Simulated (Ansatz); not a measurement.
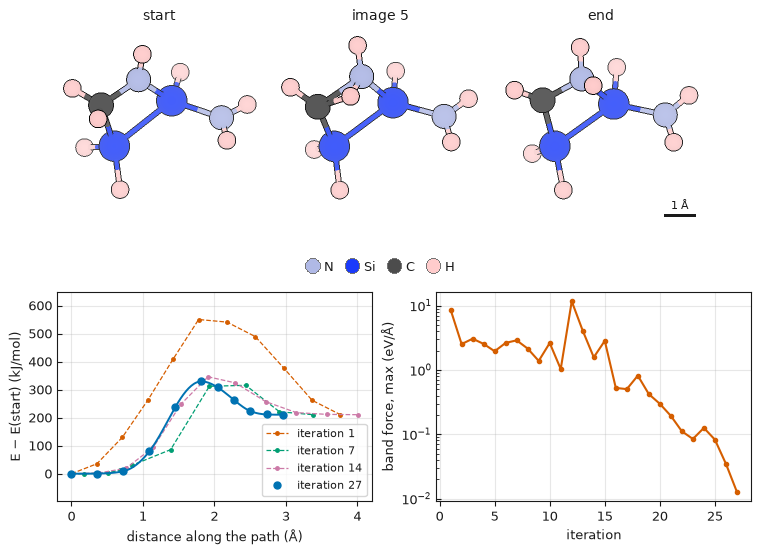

NEB run on CH8N2Si2. Images are numbered from 0 (start) to 10 (end). The plot follows the band through its iterations. A ball-and-stick model, seen at a tilt.

The calculation used Ansatz, RKS PBE0-D4/6-31G. Run with 9 movable images; climbing image; force threshold 0.03 eV/Å; iteration limit 46; starting path through a guess of the saddle point.

**Did the band converge, and can the barrier be trusted?**

The result is final at these settings. The band converged in 27 iterations. The largest component of the band force went from 8.6 to 0.013 eV/Å. The climbing image converged on the top of the path. Its vibrational analysis gives one imaginary mode (1465i cm⁻¹), as a transition state must have. The first iteration put the highest image at 550.1 kJ/mol. The energy climbs by 329.3 kJ/mol to image 5 and then falls by 118.8 kJ/mol, so the end point sits at +210.5 kJ/mol.

Cost: 11 min on 1 thread of Intel(R) Xeon(R) 6975P-C (Granite Rapids) (shared host), peak memory 0.18 GiB.
